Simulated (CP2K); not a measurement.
Consider formaldoxime at its PBE geometry (Å).

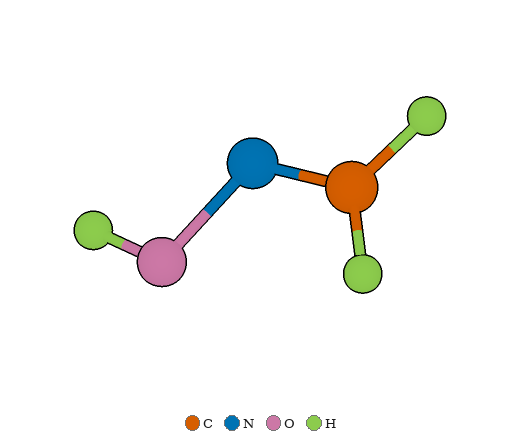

The molecule (carbon orange, nitrogen blue, oxygen pink, hydrogen green).

```xyz
6

C    -0.8804   -0.1159   -0.0175
N     0.2661   -0.1707    0.5475
O     1.2871    0.2952   -0.3161
H    -1.7224   -0.4620    0.5811
H    -1.0290    0.2511   -1.0382
H     2.0785    0.2023    0.2432
```

Method: CP2K XAS_TDP, all-electron GAPW, PBEh(45%), aug-cc-pVTZ, TDA, no relativity.

Where do the C K-edge lines lie, and how strong are they?

Leading lines: C1 280.82 eV. The leading line of an atom is its first one with 35 % of the strongest within 2.5 eV of its lowest line over the strength cut. 

The first six lines of each atom with a strength over 0.0015:

| atom | energy (eV) | states | strength, one atom |
| --- | --- | --- | --- |
| C1 (bonded to N and 2 H) | 280.82 | 1 | 0.0546 |
|  | 284.74 | 1 | 0.0080 |
|  | 285.19 | 1 | 0.0199 |
|  | 285.72 | 1 | 0.0051 |
|  | 286.19 | 1 | 0.0021 |
|  | 286.28 | 1 | 0.0083 |

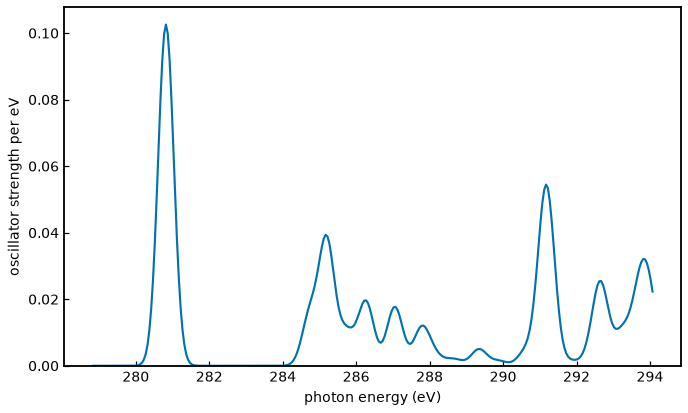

All atoms added, broadened by 0.5 eV.

Lines are vertical, at one geometry, with no vibrational structure. Without a correction of the core level, line positions, and the gaps between valence and Rydberg lines, follow the share of exact exchange. At this level such K lines come out 3 to 6 eV under measured ones. These values hold no scalar relativity, about 0.1 eV for C 1s. Rydberg lines, and the discretised continuum above threshold, depend on the basis and the box.

[Banner, clock and machine lines of the logs are left out without a mark of their own.]

[Logs are printed without paths, hosts, clocks, repeated set-up lines and the standing remarks that a program may print on its own settings, such as how far it seeks lower states.]

[Hosts, paths, dates, database ids (printed as entryN), source tags and the programs' standing remarks are cut or masked in the printed files.]
